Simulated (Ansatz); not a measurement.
# CH4O2Si: single points with varied inputs

How do the results and run time of CH4O2Si respond when the settings are drawn wide?

Program: Ansatz 0.2.0, Gaussian basis. Level of theory: the settings change from run to run. These are calculated values, not measurements.

### Step 1. The geometry

The geometry comes from an earlier relaxation with PBE0-D4 in a triple-zeta def2 set; it is a stationary point, not always the lowest conformer.

8 atoms, charge 0, spin multiplicity 1.

Atoms are counted from 1 here; the program's logs count them from 0.

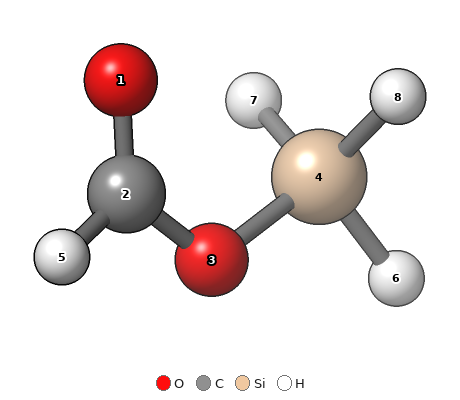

The structure; oxygen red, carbon grey, silicon light orange, hydrogen white; atoms are numbered from 1 in the order of the file.

### Step 2. CCSD/pcseg-2

Set apart from the defaults: charge +1, multiplicity 2, restricted open-shell orbitals, correlated electrons set to outside_noble_gas.

The input, in.yaml:

```yaml
crystal:
  periodic: [false, false, false]
  atoms:
    - {symbol: O, position_ang: [1.337047, -0.236372, 1.278216]}
    - {symbol: C, position_ang: [1.440633, 0.308581, 0.216820]}
    - {symbol: O, position_ang: [0.447523, 0.437913, -0.658683]}
    - {symbol: Si, position_ang: [-1.063326, -0.214129, -0.238184]}
    - {symbol: H, position_ang: [2.367431, 0.765393, -0.158201]}
    - {symbol: H, position_ang: [-1.898063, 0.108479, -1.415721]}
    - {symbol: H, position_ang: [-0.953771, -1.677537, -0.055332]}
    - {symbol: H, position_ang: [-1.585276, 0.450570, 0.975384]}
basis:
  gaussian: {orbitals: pcseg-2}
total_charge: 1
magnetization: {spin_polarized: false, initial_magnetization: 1}
hamiltonian: {xc: {name: HF}}
correlation: {method: ccsd, electrons: outside_noble_gas}
```

Launch:

```bash
ansatz run in.yaml --threads 2 --pin off --events-out ev --progress --plain --max-ram 4352MiB
```

Output (excerpt; [...] marks lines left out):

```text
Functional definition: HF
  name "HF"
  cite "Fock, Z. Phys. 61, 126 (1930) doi:10.1007/BF01340294"
  parent pbe
[...]
1077 factors; integrals over basis functions are off by at most 1.3e-3 eV
[...]
mean field -13023.77824428 eV, -478.6150226434 hartree, gradient 1.6e-6 eV, S^2 0.750000; 6 other end points of the search recorded, 0 dependent functions left out
[...]
determinant -13023.77824428 eV, -478.6150226434 hartree, with singles and doubles -13043.32512595 eV, -479.3333572953 hartree
determinant -13022.29538435 eV, -478.5605285460 hartree, with singles and doubles -13042.22920347 eV, -479.2930828872 hartree
8 core orbitals not correlated: weight in the atoms' cores, before any rotation towards them, 1.000 or more for the frozen orbitals, at most 0.000 for the correlated occupied ones
reference -13023.77824428 eV, -478.6150226434 hartree; 12, 11 occupied and 160, 161 virtual orbitals, 1077 factors
second order -18.16900969 eV of doubles, -0.10779748 eV of singles
cycle   1  -19.33564091 eV  change    -1.6e0 eV  update   2.5e-2
[...]
cycle  13  -19.38697877 eV  change   -3.2e-6 eV  update   2.6e-5
Total energy: -13043.16522305 eV, -479.3274809721 hartree
```

Wall time 8.2 min (2 threads of Arm Neoverse V2, shared host); peak memory 2.1 GiB.

T1 0.027.

### Step 3. r2SCAN0/aug-pcseg-2

Changes to in.yaml since step 2:

```diff
@@ -12,6 +12,3 @@
 basis:
-  gaussian: {orbitals: pcseg-2}
-total_charge: 1
-magnetization: {spin_polarized: false, initial_magnetization: 1}
-hamiltonian: {xc: {name: HF}}
-correlation: {method: ccsd, electrons: outside_noble_gas}
+  gaussian: {orbitals: aug-pcseg-2}
+hamiltonian: {xc: {name: r2SCAN0}}
```

Same command.

Output (excerpt; [...] marks lines left out):

```text
Functional definition: r2SCAN0
  name "r2SCAN0"
  cite "Bursch, Neugebauer, Ehlert & Grimme, J. Chem. Phys. 156, 134105 (2022) doi:10.1063/5.0086040"
  cite "Furness, Kaplan, Ning, Perdew & Sun, J. Phys. Chem. Lett. 11, 8208 (2020) doi:10.1021/acs.jpclett.0c02405"
  cite "Furness, Kaplan, Ning, Perdew & Sun, J. Phys. Chem. Lett. 11, 9248 (2020) doi:10.1021/acs.jpclett.0c03077"
  parent r2scan
[...]
1182 factors; their error is unknown
[...]
mean field -13072.96428825 eV, -480.4225764198 hartree, gradient 5.2e-5 eV, S^2 0.000000; 0 other end points of the search recorded, 0 dependent functions left out
reference -13072.96430527 eV, -480.4225770452 hartree; 20, 20 occupied and 260, 260 virtual orbitals, 1182 factors
Total energy: -13072.96430527 eV, -480.4225770452 hartree
```

It took 8 s on 2 threads of Arm Neoverse V2, shared host; peak memory 0.56 GiB.

### Step 4. r2SCAN50/STO-3G

Options: high accuracy.

Changes to in.yaml since step 3:

```diff
@@ -12,3 +12,5 @@
 basis:
-  gaussian: {orbitals: aug-pcseg-2}
-hamiltonian: {xc: {name: r2SCAN0}}
+  gaussian: {orbitals: STO-3G}
+hamiltonian: {xc: {name: r2SCAN50}}
+accuracy: high
+output: {forces: true}
```

Launched as before.

Output (excerpt; [...] marks lines left out):

```text
Functional definition: r2SCAN50
  name "r2SCAN50"
  cite "Bursch, Neugebauer, Ehlert & Grimme, J. Chem. Phys. 156, 134105 (2022) doi:10.1063/5.0086040"
  cite "Furness, Kaplan, Ning, Perdew & Sun, J. Phys. Chem. Lett. 11, 8208 (2020) doi:10.1021/acs.jpclett.0c02405"
  cite "Furness, Kaplan, Ning, Perdew & Sun, J. Phys. Chem. Lett. 11, 9248 (2020) doi:10.1021/acs.jpclett.0c03077"
  parent r2scan
[...]
560 factors; integrals over basis functions are off by at most 2.3e-8 eV
[...]
mean field -12909.38697622 eV, -474.4112210792 hartree, gradient 5.1e-8 eV, S^2 0.000000; 0 other end points of the search recorded, 0 dependent functions left out
[...]
reference -12909.38697647 eV, -474.4112210885 hartree; 20, 20 occupied and 8, 8 virtual orbitals, 560 factors
Total energy: -12909.38697647 eV, -474.4112210885 hartree
Atom 0 at     1.337047    -0.236372     1.278216 Å, force    -0.378286    -1.767085     3.415885 eV/Å
Atom 1 at     1.440633     0.308581     0.216820 Å, force     1.225199     1.073221    -1.464524 eV/Å
Atom 2 at     0.447523     0.437913    -0.658683 Å, force    -1.089548     0.558026    -1.819473 eV/Å
Atom 3 at    -1.063326    -0.214129    -0.238184 Å, force    -1.056179    -0.430710     0.242131 eV/Å
Atom 4 at     2.367431     0.765393    -0.158201 Å, force     0.370479     0.284589    -0.360590 eV/Å
Atom 5 at    -1.898063     0.108479    -1.415721 Å, force     0.667443    -0.326828     1.083787 eV/Å
Atom 6 at    -0.953771    -1.677537    -0.055332 Å, force    -0.140586     1.217841    -0.106195 eV/Å
Atom 7 at    -1.585276     0.450570     0.975384 Å, force     0.401478    -0.609053    -0.991021 eV/Å
Dipole moment:    -0.222989     0.029367    -0.197192 e Å
```

Run time: 2.6 s. Hardware: 2 threads of Arm Neoverse V2, shared host.

Largest force 3.864 eV/Å, dipole 1.44 D.

### Step 5. wB97X-V/def2-TZVP

Changes to in.yaml since step 4:

```diff
@@ -12,5 +12,3 @@
 basis:
-  gaussian: {orbitals: STO-3G}
-hamiltonian: {xc: {name: r2SCAN50}}
-accuracy: high
-output: {forces: true}
+  gaussian: {orbitals: def2-TZVP}
+hamiltonian: {xc: {name: wB97X-V}}
```

Same command.

Output (excerpt; [...] marks lines left out):

```text
Functional definition: wB97X-V
  name "wB97X-V"
  cite "Mardirossian & Head-Gordon, Phys. Chem. Chem. Phys. 16, 9904 (2014) doi:10.1039/C3CP54374A"
  cite "Becke, J. Chem. Phys. 107, 8554 (1997) doi:10.1063/1.475007"
  cite "Vydrov & Van Voorhis, J. Chem. Phys. 133, 244103 (2010) doi:10.1063/1.3521275"
[...]
      + integral(e_c_pw_opposite_spin*poly(b97_u_opposite, cos0, cos1)) + vv10(b, c)
910 factors; their error is unknown
229 factors; integrals over basis functions are off by at most 1.2e-5 eV
[...]
mean field -13074.26563232 eV, -480.4703999322 hartree, gradient 2.2e-5 eV, S^2 0.000000; 0 other end points of the search recorded, 0 dependent functions left out
reference -13074.26563040 eV, -480.4703998616 hartree; 20, 20 occupied and 134, 134 virtual orbitals, 910 factors
Total energy: -13074.26563040 eV, -480.4703998616 hartree
```

Run time: 5.5 s. Hardware: 2 threads of Arm Neoverse V2, shared host.

### Step 6. wB97M-V/6-31G*

Options: multiplicity 3, restricted open-shell orbitals, atoms shaken by 0.08 Å, density fitting with cc-pVTZ-jkfit, high accuracy.

The input, in.yaml:

```yaml
crystal:
  periodic: [false, false, false]
  atoms:
    - {symbol: O, position_ang: [1.332727, -0.386889, 1.294250]}
    - {symbol: C, position_ang: [1.540447, 0.227096, 0.233152]}
    - {symbol: O, position_ang: [0.395425, 0.504329, -0.588678]}
    - {symbol: Si, position_ang: [-1.102810, -0.292452, -0.283558]}
    - {symbol: H, position_ang: [2.377111, 0.722934, -0.192402]}
    - {symbol: H, position_ang: [-2.034556, 0.173287, -1.356709]}
    - {symbol: H, position_ang: [-0.991913, -1.607473, -0.152927]}
    - {symbol: H, position_ang: [-1.442598, 0.248104, 1.117116]}
basis:
  gaussian: {orbitals: "6-31G*", fitting: {mean_field: cc-pVTZ-jkfit}}
magnetization: {spin_polarized: false, initial_magnetization: 2}
hamiltonian: {xc: {name: wB97M-V}}
accuracy: high
```

The command is unchanged.

Output (excerpt; [...] marks lines left out):

```text
Functional definition: wB97M-V
  name "wB97M-V"
  cite "Mardirossian & Head-Gordon, J. Chem. Phys. 144, 214110 (2016) doi:10.1063/1.4952647"
  cite "Becke, J. Chem. Phys. 107, 8554 (1997) doi:10.1063/1.475007"
  cite "Vydrov & Van Voorhis, J. Chem. Phys. 133, 244103 (2010) doi:10.1063/1.3521275"
  # Of w^i u^j: cxij and so on, Table III.
[...]
  gx(w, u) = 1 - cx + cx01*u + cx10*w
  gss(w, u) = css00 + css04*u^4 + css10*w + css20*w^2 + css43*w^4*u^3
  gos(w, u) = cos00 + cos10*w + (cos20 + cos21*u)*w^2 + (cos60 + cos61*u)*w^6
[...]
      + integral(e_c_pw_mod_opposite_spin*gos(b97_w_opposite, b97_u_opposite)) + vv10(b, c)
478 factors; integrals over basis functions are off by at most 1.4e-1 eV
478 factors; integrals over basis functions are off by at most 3.4e-8 eV
[...]
mean field -13066.13003368 eV, -480.1714221968 hartree, gradient 5.1e-8 eV, S^2 2.000000; 4 other end points of the search recorded, 0 dependent functions left out
reference -13066.13003774 eV, -480.1714223459 hartree; 21, 19 occupied and 51, 53 virtual orbitals, 478 factors
Total energy: -13066.13003774 eV, -480.1714223459 hartree
```

It took 41 s on 2 threads of Arm Neoverse V2, shared host; peak memory 0.75 GiB.

### Step 7. RPA/def2-TZVPD

Set apart from the defaults: multiplicity 3, correlated electrons set to outside_noble_gas.

The input, in.yaml:

```yaml
crystal:
  periodic: [false, false, false]
  atoms:
    - {symbol: O, position_ang: [1.337047, -0.236372, 1.278216]}
    - {symbol: C, position_ang: [1.440633, 0.308581, 0.216820]}
    - {symbol: O, position_ang: [0.447523, 0.437913, -0.658683]}
    - {symbol: Si, position_ang: [-1.063326, -0.214129, -0.238184]}
    - {symbol: H, position_ang: [2.367431, 0.765393, -0.158201]}
    - {symbol: H, position_ang: [-1.898063, 0.108479, -1.415721]}
    - {symbol: H, position_ang: [-0.953771, -1.677537, -0.055332]}
    - {symbol: H, position_ang: [-1.585276, 0.450570, 0.975384]}
basis:
  gaussian: {orbitals: def2-TZVPD}
magnetization: {spin_polarized: true, initial_magnetization: 2}
hamiltonian: {xc: {name: HSE06}}
correlation: {method: rpa, electrons: outside_noble_gas}
```

The command is unchanged.

Output (excerpt; [...] marks lines left out):

```text
Functional definition: HSE06
  name "HSE06"
  cite "Heyd, Scuseria & Ernzerhof, J. Chem. Phys. 118, 8207 (2003) doi:10.1063/1.1564060"
  cite "Krukau, Vydrov, Izmaylov & Scuseria, J. Chem. Phys. 125, 224106 (2006) doi:10.1063/1.2404663"
  cite "Heyd & Scuseria, J. Chem. Phys. 120, 7274 (2004) doi:10.1063/1.1668634"
  cite "Ernzerhof & Perdew, J. Chem. Phys. 109, 3313 (1998) doi:10.1063/1.476928"
  cite "Perdew, Burke & Ernzerhof, Phys. Rev. Lett. 77, 3865 (1996) doi:10.1103/PhysRevLett.77.3865"
  parent pbe
[...]
  # The whole range is PBE's own exchange, as in plane waves. The composition of these papers is wPBEh.
[...]
1299 factors; integrals over basis functions are off by at most 8.8e-4 eV
132 factors; integrals over basis functions are off by at most 1.4e-6 eV
[...]
mean field -13062.61345673 eV, -480.0421903773 hartree, gradient 8.9e-6 eV, S^2 2.006565; 2 other end points of the search recorded, 0 dependent functions left out
8 core orbitals not correlated: weight in the atoms' cores, before any rotation towards them, 1.000 or more for the frozen orbitals, at most 0.000 for the correlated occupied ones
reference -13028.73525928 eV, -478.7971895845 hartree; 13, 11 occupied and 175, 177 virtual orbitals, 1299 factors
Total energy: -13057.81022379 eV, -479.8656748227 hartree
```

Run time: 19 s. Hardware: 2 threads of Arm Neoverse V2, shared host; peak memory 0.83 GiB.

⟨S²⟩ 2.007.

### Step 8. PBEsol/def2-SVPD

Set apart from the defaults: atoms shaken by 0.03 Å, relativity set to scalar.

The input, in.yaml:

```yaml
crystal:
  periodic: [false, false, false]
  atoms:
    - {symbol: O, position_ang: [1.307593, -0.228698, 1.320077]}
    - {symbol: C, position_ang: [1.464782, 0.283345, 0.145666]}
    - {symbol: O, position_ang: [0.417424, 0.376900, -0.642865]}
    - {symbol: Si, position_ang: [-1.042945, -0.188140, -0.303433]}
    - {symbol: H, position_ang: [2.353514, 0.734534, -0.184030]}
    - {symbol: H, position_ang: [-1.921727, 0.117978, -1.415884]}
    - {symbol: H, position_ang: [-0.973739, -1.669369, -0.072554]}
    - {symbol: H, position_ang: [-1.575804, 0.484115, 1.018842]}
basis:
  gaussian: {orbitals: def2-SVPD}
hamiltonian: {xc: {name: PBEsol}, pseudopotentials: {relativity: scalar}}
output: {forces: true}
```

Launched as before.

Output (excerpt; [...] marks lines left out):

```text
Functional definition: PBEsol
  name "PBEsol"
  cite "Perdew et al., Phys. Rev. Lett. 100, 136406 (2008) doi:10.1103/PhysRevLett.100.136406"
  cite "Perdew, Burke & Ernzerhof, Phys. Rev. Lett. 77, 3865 (1996) doi:10.1103/PhysRevLett.77.3865"
  parent pbesol
[...]
1023 factors; their error is unknown
[...]
mean field -13043.27689555 eV, -479.3315848608 hartree, gradient 5.1e-5 eV, S^2 0.000000; 0 other end points of the search recorded, 0 dependent functions left out
[...]
reference -13043.27694360 eV, -479.3315866265 hartree; 20, 20 occupied and 102, 102 virtual orbitals, 1023 factors
Total energy: -13043.27694360 eV, -479.3315866265 hartree
Relativity: scalar
Atom 0 at     1.307593    -0.228698     1.320077 Å, force     1.143601     1.631327    -4.052203 eV/Å
Atom 1 at     1.464782     0.283345     0.145666 Å, force    -3.060344    -2.657689     5.998355 eV/Å
Atom 2 at     0.417424     0.376900    -0.642865 Å, force     3.426989     1.688277    -2.166333 eV/Å
Atom 3 at    -1.042945    -0.188140    -0.303433 Å, force    -3.470241    -1.376146     2.988446 eV/Å
Atom 4 at     2.353514     0.734534    -0.184030 Å, force     1.993544     0.825696    -0.929856 eV/Å
Atom 5 at    -1.921727     0.117978    -1.415884 Å, force    -0.366784     0.291873    -0.793533 eV/Å
Atom 6 at    -0.973739    -1.669369    -0.072554 Å, force     0.005929    -0.021024    -0.083699 eV/Å
Atom 7 at    -1.575804     0.484115     1.018842 Å, force     0.327306    -0.382314    -0.961177 eV/Å
Dipole moment:    -0.026710     0.164337    -0.453816 e Å
```

Wall time 1.5 s (2 threads of Arm Neoverse V2, shared host).

Largest force 7.239 eV/Å, dipole 2.32 D.

### Step 9. B97/aug-cc-pVDZ

Options: finite nuclei.

The input, in.yaml:

```yaml
crystal:
  periodic: [false, false, false]
  atoms:
    - {symbol: O, position_ang: [1.337047, -0.236372, 1.278216]}
    - {symbol: C, position_ang: [1.440633, 0.308581, 0.216820]}
    - {symbol: O, position_ang: [0.447523, 0.437913, -0.658683]}
    - {symbol: Si, position_ang: [-1.063326, -0.214129, -0.238184]}
    - {symbol: H, position_ang: [2.367431, 0.765393, -0.158201]}
    - {symbol: H, position_ang: [-1.898063, 0.108479, -1.415721]}
    - {symbol: H, position_ang: [-0.953771, -1.677537, -0.055332]}
    - {symbol: H, position_ang: [-1.585276, 0.450570, 0.975384]}
basis:
  gaussian: {orbitals: aug-cc-pVDZ, nuclear_model: gaussian}
hamiltonian: {xc: {name: B97}}
output: {forces: true}
```

Same command.

Output (excerpt; [...] marks lines left out):

```text
Functional definition: B97
  name "B97"
  cite "Becke, J. Chem. Phys. 107, 8554 (1997) doi:10.1063/1.475007"
[...]
      + integral(e_c_pw_opposite_spin*poly(b97_u_opposite, cos0, cos1, cos2))
1163 factors; their error is unknown
[...]
mean field -13072.41822462 eV, -480.4025089515 hartree, gradient 1.7e-5 eV, S^2 0.000000; 0 other end points of the search recorded, 0 dependent functions left out
[...]
reference -13072.41826436 eV, -480.4025104117 hartree; 20, 20 occupied and 112, 112 virtual orbitals, 1163 factors
Total energy: -13072.41826436 eV, -480.4025104117 hartree
Atom 0 at     1.337047    -0.236372     1.278216 Å, force    -0.028072    -0.526309     1.069318 eV/Å
Atom 1 at     1.440633     0.308581     0.216820 Å, force     0.372040     0.363050    -0.521531 eV/Å
Atom 2 at     0.447523     0.437913    -0.658683 Å, force     0.687465     0.570387    -0.756277 eV/Å
Atom 3 at    -1.063326    -0.214129    -0.238184 Å, force    -1.083351    -0.448592     0.262335 eV/Å
Atom 4 at     2.367431     0.765393    -0.158201 Å, force     0.204795     0.098331    -0.077570 eV/Å
Atom 5 at    -1.898063     0.108479    -1.415721 Å, force    -0.106839     0.045705    -0.159790 eV/Å
Atom 6 at    -0.953771    -1.677537    -0.055332 Å, force     0.019915    -0.195925     0.021698 eV/Å
Atom 7 at    -1.585276     0.450570     0.975384 Å, force    -0.065954     0.093353     0.161817 eV/Å
Dipole moment:    -0.100761     0.110248    -0.289259 e Å
```

Wall time 5.5 s (2 threads of Arm Neoverse V2, shared host).

Largest force 1.202 eV/Å, dipole 1.56 D.

### Step 10. revPBE0/6-31G

Set apart from the defaults: density fitting with cc-pVTZ-jkfit, D3(BJ) with three-body dispersion.

Changes to in.yaml since step 9:

```diff
@@ -12,4 +12,4 @@
 basis:
-  gaussian: {orbitals: aug-cc-pVDZ, nuclear_model: gaussian}
-hamiltonian: {xc: {name: B97}}
+  gaussian: {orbitals: 6-31G, fitting: {mean_field: cc-pVTZ-jkfit}}
+hamiltonian: {xc: {name: revPBE0}, dispersion: d3bjatm}
 output: {forces: true}
```

Launched as before.

Output (excerpt; [...] marks lines left out):

```text
Functional definition: revPBE0
  name "revPBE0"
  cite "Zhang & Yang, Phys. Rev. Lett. 80, 890 (1998) doi:10.1103/PhysRevLett.80.890"
  cite "Adamo & Barone, J. Chem. Phys. 110, 6158 (1999) doi:10.1063/1.478522"
  cite "Perdew, Burke & Ernzerhof, Phys. Rev. Lett. 77, 3865 (1996) doi:10.1103/PhysRevLett.77.3865"
[...]
478 factors; integrals over basis functions are off by at most 3.3e-3 eV
[...]
mean field -13066.73716538 eV, -480.1937338752 hartree, gradient 7.4e-5 eV, S^2 0.000000; 0 other end points of the search recorded, 0 dependent functions left out
[...]
reference -13066.73719168 eV, -480.1937348418 hartree; 20, 20 occupied and 28, 28 virtual orbitals, 478 factors
Total energy: -13067.04270457 eV, -480.2049622332 hartree
Atom 0 at     1.337047    -0.236372     1.278216 Å, force    -0.236780    -1.359277     2.660839 eV/Å
Atom 1 at     1.440633     0.308581     0.216820 Å, force     1.905345     1.485389    -1.898769 eV/Å
Atom 2 at     0.447523     0.437913    -0.658683 Å, force     1.059649     0.895008    -1.198405 eV/Å
Atom 3 at    -1.063326    -0.214129    -0.238184 Å, force    -2.253394    -0.780843     0.231347 eV/Å
Atom 4 at     2.367431     0.765393    -0.158201 Å, force    -0.187056    -0.091306     0.073731 eV/Å
Atom 5 at    -1.898063     0.108479    -1.415721 Å, force    -0.180546     0.052190    -0.218333 eV/Å
Atom 6 at    -0.953771    -1.677537    -0.055332 Å, force     0.017376    -0.339761     0.058945 eV/Å
Atom 7 at    -1.585276     0.450570     0.975384 Å, force    -0.124595     0.138599     0.290645 eV/Å
Dipole moment:    -0.187312     0.057964    -0.234338 e Å
```

Wall time 0.6 s (2 threads of Arm Neoverse V2, shared host).

Largest force 3.073 eV/Å, dipole 1.47 D.

### Step 11. All runs side by side

| level | charge | multiplicity | geometry | functions | energy (eV) | time |
| --- | --- | --- | --- | --- | --- | --- |
| CCSD/pcseg-2 | 1 | 2 | relaxed | 180 | -13043.165 | 8.2 min |
| r2SCAN0/aug-pcseg-2 | 0 | 1 | relaxed | 280 | -13072.964 | 8 s |
| r2SCAN50/STO-3G | 0 | 1 | relaxed | 28 | -12909.387 | 2.6 s |
| wB97X-V/def2-TZVP | 0 | 1 | relaxed | 154 | -13074.266 | 5.5 s |
| wB97M-V/6-31G* | 0 | 3 | shaken | 72 | -13066.130 | 41 s |
| RPA/def2-TZVPD | 0 | 3 | relaxed | 196 | -13057.810 | 19 s |
| PBEsol/def2-SVPD | 0 | 1 | shaken | 122 | -13043.277 | 1.5 s |
| B97/aug-cc-pVDZ | 0 | 1 | relaxed | 132 | -13072.418 | 5.5 s |
| revPBE0/6-31G | 0 | 1 | relaxed | 48 | -13067.043 | 0.6 s |

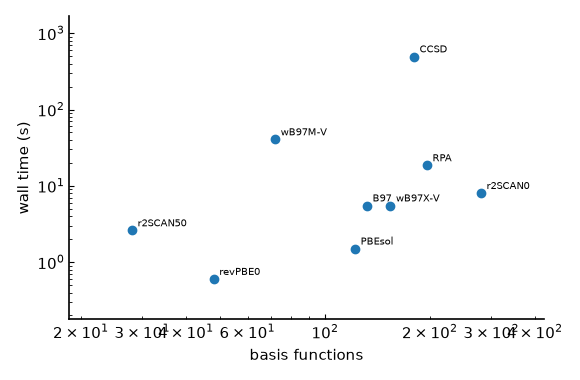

Wall time against the number of basis functions (shared host).

### Step 12. Results

| quantity | value |
| --- | --- |
| runs | 9 |
| quickest | revPBE0/6-31G, 0.6 s |
| slowest | CCSD/pcseg-2, 8.2 min |
| spread of total energies, same state and geometry | 164.9 eV |
| dipole, same state and geometry | 1.44 to 1.56 D |

What this shows: CCSD/pcseg-2 took 824 times as long as revPBE0/6-31G. The jobs differ in tasks and options as well as level. The totals spread over 165 eV; they can't be compared across methods or bases. At the PBE0-D4/def2-TZVP geometry and in the same state, runs without warnings or point charges leave forces up to 3.86 eV/Å (r2SCAN50/STO-3G), against 7.2 eV/Å where the atoms were moved. At that geometry and state the dipole changes by 9 % between the lowest and highest value.
